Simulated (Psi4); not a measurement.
# CH3InO (In(CO)H3): TPSSh/def2-SVP (core potential)

Aim: the vertical singlet–triplet gap of CH3InO (In(CO)H3) at TPSSh/def2-SVP (core potential), from 2 runs. 

The results are computed with Psi4 1.11.

### Step 1. The system as given

The species is CH3InO (6 atoms), meant as a singlet with charge 0. SMILES: `[H][In]([H])([H])<-[C-]#[O+]`. Geometry: a GFN1-xTB relaxation, a rough one for these elements and not checked as a minimum.

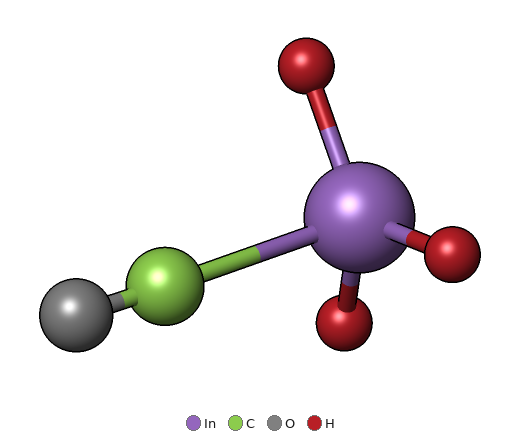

The structure, seen from a chosen angle (indium purple, carbon green, oxygen grey, hydrogen red).

### Step 2. The energy at TPSSh/def2-SVP (core potential)

input.in

```
memory 1600 MB

molecule {
  0 1
  In    -0.014220    -0.000860    -0.949190
  C      0.011440     0.017450     1.491920
  O      0.045080    -0.004700     2.611200
  H      1.683720     0.000680    -1.058710
  H     -0.869060     1.463800    -1.072380
  H     -0.856960    -1.476380    -1.022840
  units angstrom
  symmetry c1
  no_reorient
  no_com
}

set {
  basis                def2-SVP
  puream               true
  e_convergence        1e-09
  d_convergence        1e-08
  scf_type             pk
  dft_radial_points    99
  dft_spherical_points 590
}

E, wfn = energy("tpssh", return_wfn=True)
oeprop(wfn, "QUADRUPOLE", "WIBERG_LOWDIN_INDICES", "MULLIKEN_CHARGES")
```

On the command line:

```
$ psi4 input.in input.out -n 1
```

input.out:

```text
[...]
    !!!  WARNING: ECP capability is in beta. Please check occupations closely.  !!!
[...]
  Running in c1 symmetry.
[...]
  Nuclear repulsion =  101.357920285658309
[...]
  Multiplicity = 1
[...]
  Nalpha       = 19
  Nbeta        = 19
[...]
    Number of basis functions: 69
[...]
   @RKS iter   1:  -304.97739783045370   -1.16811e+00   5.21161e-03 DIIS/ADIIS
[...]
   @RKS iter  10:  -305.05280796649720   -4.60432e-12   2.44121e-09 DIIS
[...]
    Orbital Energies [Eh]
    ---------------------
    Doubly Occupied:
       1A    -19.214513     2A    -10.289641     3A     -4.586961
       4A     -3.007666     5A     -2.997533     6A     -2.997511
       7A     -1.176293     8A     -0.721496     9A     -0.711408
      10A     -0.711396    11A     -0.709375    12A     -0.709319
      13A     -0.590835    14A     -0.503868    15A     -0.503842
      16A     -0.472140    17A     -0.361082    18A     -0.271291
      19A     -0.271194
[...]
  @RKS Final Energy:  -305.05280796649720
   => Energetics <=
    Nuclear Repulsion Energy =            101.3579202856583095
    One-Electron Energy =                -691.6641356046449118
    Two-Electron Energy =                 313.8677879199543099
    DFT Exchange-Correlation Energy =     -28.6143805674649272
    Empirical Dispersion Energy =           0.0000000000000000
    VV10 Nonlocal Energy =                  0.0000000000000000
    Total Energy =                       -305.0528079664971983
[...]
 Multipole Moments:
 ------------------------------------------------------------------------------------
     Multipole            Electronic (a.u.)      Nuclear  (a.u.)        Total (a.u.)
 ------------------------------------------------------------------------------------
 L = 1.  Multiply by 2.5417464519 to convert [e a0] to [Debye]
 Dipole X            :         -0.1600428            0.1669762            0.0069334
 Dipole Y            :         -0.0622304            0.0701844            0.0079540
 Dipole Z            :        -12.0068479           12.7635882            0.7567403
 Magnitude           :                                                    0.7568139
 L = 2.  Multiply by 1.3450342976 to convert [e a0^2] to [Debye ang]
 Quadrupole XX       :        -44.6152291           15.5193051          -29.0959241
 Quadrupole XY       :          0.0233863           -0.0215225            0.0018638
[...]
  Mulliken Charges: (a.u.)
   Center  Symbol    Alpha    Beta     Spin     Total
       1    IN    10.37420 10.37420  0.00000  0.25160
       2     C     2.95090  2.95090  0.00000  0.09821
       3     O     3.98633  3.98633  0.00000  0.02734
       4     H     0.56295  0.56295  0.00000 -0.12590
       5     H     0.56266  0.56266  0.00000 -0.12532
       6     H     0.56296  0.56296  0.00000 -0.12591
   Total alpha = 19.00000, Total beta = 19.00000, Total charge =  0.00000
  Wiberg Bond Indices using Orthogonal Lowdin Orbitals:
[...]
```

Wall time 24 s (1 thread of AMD EPYC 7R43 (Zen 3), shared host); peak memory 0.96 GiB.

### Step 3. The triplet

ch3ino.py

```python
import psi4

psi4.set_memory('1600 MB')
psi4.set_num_threads(1)
psi4.core.set_output_file('ch3ino.out', False)

geom = psi4.geometry("""
0 3
In    -0.014220    -0.000860    -0.949190
C      0.011440     0.017450     1.491920
O      0.045080    -0.004700     2.611200
H      1.683720     0.000680    -1.058710
H     -0.869060     1.463800    -1.072380
H     -0.856960    -1.476380    -1.022840
units angstrom
symmetry c1
""")

psi4.set_options({
    'reference': 'uks',
    'puream': True,
    'e_convergence': 1e-09,
    'd_convergence': 1e-08,
    'scf_type': 'pk',
    'dft_radial_points': 99,
    'dft_spherical_points': 590,
    'maxiter': 200,
})

energy_value, wavefunction = psi4.energy("tpssh/def2-SVP", return_wfn=True)
print(f'total energy {energy_value:.8f} hartree = {energy_value * 27.211386:.5f} eV')
```

On the command line:

```
$ python ch3ino.py
```

ch3ino.out:

```text
[...]
    !!!  WARNING: ECP capability is in beta. Please check occupations closely.  !!!
[...]
  Running in c1 symmetry.
[...]
  Nuclear repulsion =  101.357920285658309
[...]
  Multiplicity = 3
[...]
  Nalpha       = 20
  Nbeta        = 18
[...]
    Number of basis functions: 69
[...]
   @UKS iter   1:  -304.66733479089686   -8.89905e-01   7.73394e-03 ADIIS/DIIS
[...]
   @UKS iter  29:  -304.85197178575407   -1.26761e-11   8.71034e-09 DIIS
[...]
   @S^2 Observed:                2.009028810E+00
[...]
    Orbital Energies [Eh]
    ---------------------
    Alpha Occupied:
       1A    -19.125812     2A    -10.198917     3A     -4.632267
       4A     -3.052078     5A     -3.043688     6A     -3.042650
       7A     -1.095263     8A     -0.771914     9A     -0.763181
      10A     -0.756065    11A     -0.755178    12A     -0.747421
      13A     -0.529469    14A     -0.488739    15A     -0.439431
      16A     -0.430601    17A     -0.391027    18A     -0.351309
      19A     -0.318896    20A     -0.082821
    Alpha Virtual:
      21A     -0.056096    22A     -0.035398    23A      0.008116
      24A      0.042271    25A      0.044766    26A      0.109082
[...]
  @UKS Final Energy:  -304.85197178575407
   => Energetics <=
    Nuclear Repulsion Energy =            101.3579202856583095
    One-Electron Energy =                -691.4981806852442787
    Two-Electron Energy =                 313.9009736935207115
    DFT Exchange-Correlation Energy =     -28.6126850796888519
    Empirical Dispersion Energy =           0.0000000000000000
    VV10 Nonlocal Energy =                  0.0000000000000000
    Total Energy =                       -304.8519717857540741
[...]
 Multipole Moments:
 ------------------------------------------------------------------------------------
     Multipole            Electronic (a.u.)      Nuclear  (a.u.)        Total (a.u.)
 ------------------------------------------------------------------------------------
 L = 1.  Multiply by 2.5417464519 to convert [e a0] to [Debye]
 Dipole X            :         -0.8745887            0.5696358           -0.3049529
 Dipole Y            :          0.4466034            0.0586625            0.5052659
 Dipole Z            :        -39.0697436           38.6363226           -0.4334210
 Magnitude           :                                                    0.7322183
[...]
```

On the terminal:

```text
total energy -304.85197179 hartree = -8295.44468 eV
```

Wall time 1.7 min (1 thread of AMD EPYC 7R43 (Zen 3), shared host); peak memory 0.95 GiB.

### Step 4. What came out

Level: TPSSh/def2-SVP (core potential).

```
                                        quantity          value
                           singlet: total energy  -305.05281 Eh
                          singlet: dipole moment         1.92 D
                            singlet: HOMO energy       -7.38 eV
                            singlet: LUMO energy       -2.40 eV
                          singlet: HOMO–LUMO gap        4.98 eV
                           triplet: total energy  -304.85197 Eh
                          triplet: dipole moment         1.86 D
     triplet: HOMO energy (highest over α and β)       -2.25 eV
                                   triplet: ⟨S²⟩          2.009
vertical energy of the triplet above the singlet       5.465 eV
```

What this shows: At this shape the triplet lies 5.47 eV (527 kJ/mol) above the singlet. Mulliken charges (singlet) run from -0.13 on H6 to +0.25 on In1.
